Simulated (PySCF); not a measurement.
Input

```
{"job": {"kind": "nmr", "xc": "PBE0", "basis": "pcSseg-1"}, "charge": 0, "multiplicity": 1}
C     -0.183054     2.363913     0.007700
C     -0.196936     1.043561     0.068086
C     -0.876079     0.259781     1.148743
C     -1.899179    -0.696628     0.530448
C     -1.216073    -1.608429    -0.482884
C     -0.547500    -0.783716    -1.578151
C      0.475504     0.183891    -0.971890
O      1.521080    -0.566361    -0.406237
Si     2.877038    -0.058850     0.308376
H     -0.670835     2.970162     0.752755
H      0.315264     2.892761    -0.787709
H     -1.357565     0.931731     1.861201
H     -0.122458    -0.327848     1.680267
H     -2.367916    -1.292619     1.315891
H     -2.680536    -0.115751     0.034130
H     -1.944933    -2.288808    -0.927853
H     -0.454081    -2.206074     0.020461
H     -0.036899    -1.439390    -2.285602
H     -1.295283    -0.200777    -2.120185
H      0.891426     0.822987    -1.764725
H      3.718551     0.702491    -0.620543
H      2.610438     0.794546     1.471490
H      3.435275    -1.353587     0.666874
```

Run with:

```sh
OMP_NUM_THREADS=1 python probes_run.py task.json out
```

Geometry: GFN2-xTB.

These are results of PBE0/pcSseg-1, SCF density, gas phase, non-relativistic in PySCF, not measurements.

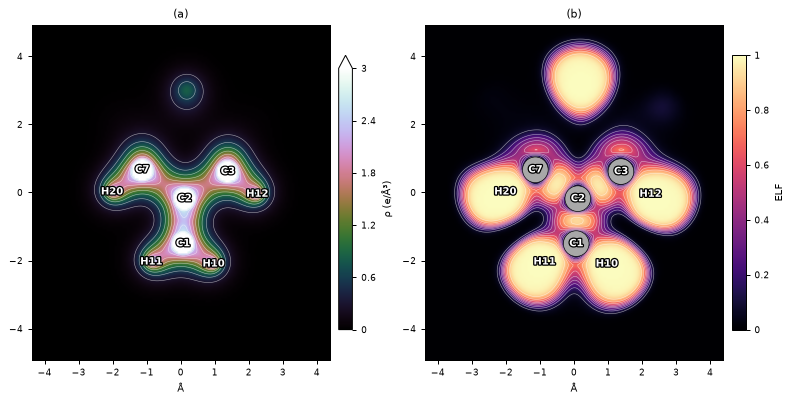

C₇H₁₄OSi. (a) total electron density; (b) electron localisation function on the plane of atoms C2, C1 and H11. Grey discs cover the atomic cores in the ELF map.

Question: Describe what can be read from this map.

Answer: The plane passes through C and H nuclei. C–C (1.32 Å): ρ is about 2.3 e/Å³ halfway; the ELF peaks at about 0.90 between the atoms (a short, multiple covalent bond). C–H (1.08 Å): ρ is about 2 e/Å³ halfway; the ELF climbs to about 1 towards the hydrogen, as it does in any bond to H (a covalent bond by its length). C–C (1.50 Å): ρ at the midpoint is about 1.7 e/Å³; the ELF peaks at about 0.95 between the atoms (a shared electron pair).
